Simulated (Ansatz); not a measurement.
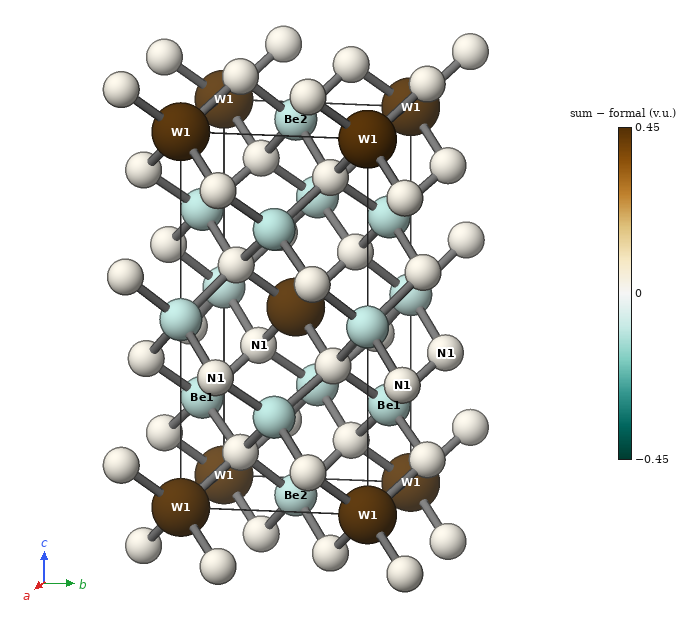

Atoms of Be₃WN₄ (I-42m, No. 121) coloured by their computed bond-valence sum less the size of their formal valence (view slightly off an axis).

Bond valence s = exp((R0 − d)/b), R0 fitted to published crystal structures with b = 0.37 Å, summed over all anions within 5 Å; R0 in Å: Be2+–N 1.495; W6+–N 2.029.

The cell is taken from the end point of a relaxation with Ansatz 0.2.0, DFT PBE, scalar-relativistic, plane waves, PAW; the starting structure was generated, so it need not be a known form of this composition.

```yaml
crystal:
  lattice:
    - [4.17448, 0.00000, 0.00000]
    - [0.00000, 4.17448, 0.00000]
    - [0.00000, 0.00000, 8.30666]
  atoms:
    - { symbol: Be, position: [0.50000, 0.00000, 0.25000] }
    - { symbol: Be, position: [0.00000, 0.50000, 0.25000] }
    - { symbol: Be, position: [0.50000, 0.50000, 0.00000] }
    - { symbol: W, position: [0.00000, 0.00000, 0.00000] }
    - { symbol: N, position: [0.24091, 0.24091, 0.37061] }
    - { symbol: N, position: [0.25909, 0.74091, 0.12939] }
    - { symbol: N, position: [0.74091, 0.25909, 0.12939] }
    - { symbol: N, position: [0.75909, 0.75909, 0.37061] }
    - { symbol: Be, position: [0.00000, 0.50000, 0.75000] }
    - { symbol: Be, position: [0.50000, 0.00000, 0.75000] }
    - { symbol: Be, position: [0.00000, 0.00000, 0.50000] }
    - { symbol: W, position: [0.50000, 0.50000, 0.50000] }
    - { symbol: N, position: [0.74091, 0.74091, 0.87061] }
    - { symbol: N, position: [0.75909, 0.24091, 0.62939] }
    - { symbol: N, position: [0.24091, 0.75909, 0.62939] }
    - { symbol: N, position: [0.25909, 0.25909, 0.87061] }
```

Site labels: Be1 at 0.500, 0.000, 0.250; Be2 at 0.500, 0.500, 0.000; W1 at 0.000, 0.000, 0.000; N1 at 0.241, 0.241, 0.371.

Which site departs most from its formal valence?

W1, whose sum is 6.44 against 6: by this sum it is overbonded.

Give the sums of all sites.

```
site              x, y, z  formal valence  bond-valence sum  difference
 Be1  0.500, 0.000, 0.250              +2              1.89       -0.11
 Be2  0.500, 0.500, 0.000              +2              1.90       -0.10
  W1  0.000, 0.000, 0.000              +6              6.44        0.44
  N1  0.241, 0.241, 0.371              −3              3.03        0.03
```

Is the structure strained by this measure?

The global instability index (root mean square of the differences over all atoms) is 0.17 v.u.: moderate strain, common in real structures. Cells relaxed with PBE tend to have slightly long bonds, which lowers the sums.
